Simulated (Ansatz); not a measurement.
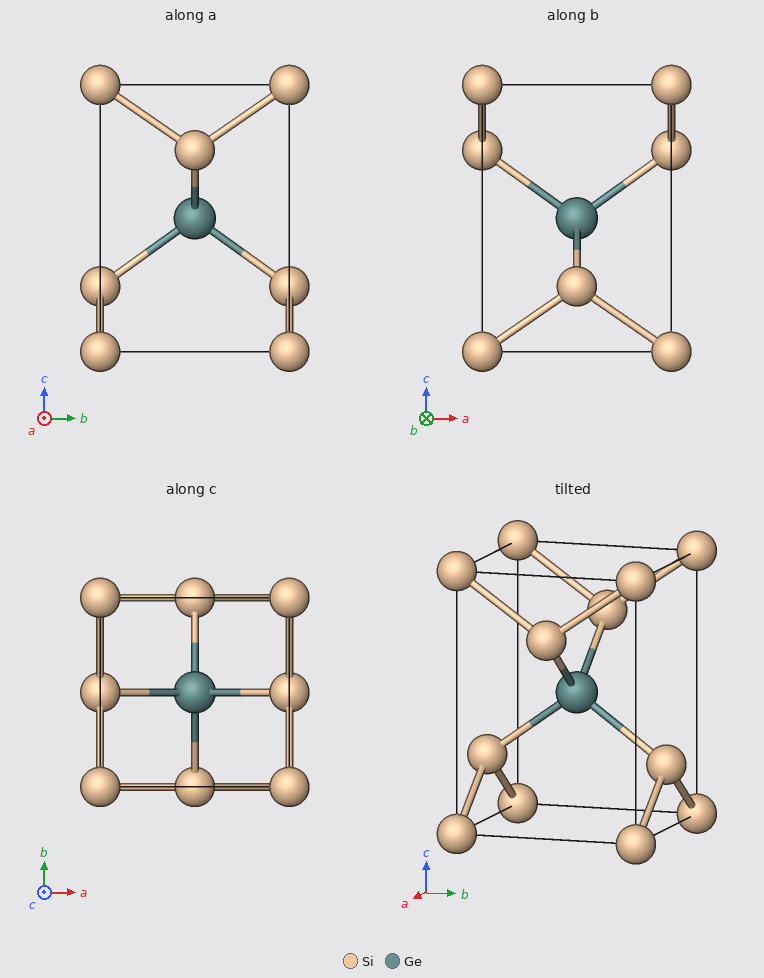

A ball-and-stick rendering, viewed along the a axis, along the b axis, along the c axis and slightly off an axis. The frame is the conventional unit cell; atoms at its boundary are shown with their periodic copies.

Lattice parameters: a = 4.0390 Å, b = 4.0390 Å, c = 5.6964 Å, α = 90.000°, β = 90.000°, γ = 90.000°.

Q: Reconstruct the structure as a CIF in P1 with every atom of the cell, with free fractional coordinates to two decimals.

A:
```cif
data_structure
_symmetry_space_group_name_H-M 'P 1'
_symmetry_Int_Tables_number 1
_cell_length_a 4.0390
_cell_length_b 4.0390
_cell_length_c 5.6964
_cell_angle_alpha 90.000
_cell_angle_beta 90.000
_cell_angle_gamma 90.000
_cell_volume 92.93
loop_
_atom_site_label
_atom_site_type_symbol
_atom_site_fract_x
_atom_site_fract_y
_atom_site_fract_z
_atom_site_occupancy
Si1 Si 0.00 0.50 0.76 1
Si2 Si 0.00 0.00 0.00 1
Si3 Si 0.50 0.00 0.24 1
Ge1 Ge 0.50 0.50 0.50 1
```

The initial geometry was a structure type filled with these elements by a generator (whether the compound takes this form wasn't checked). The cell was then strained or its atoms displaced on purpose. A calculation with Ansatz used it as input.

At this level of theory the cell isn't at rest (stretched, at -6 GPa), so its distances can differ from those at equilibrium, the more so the softer the solid.
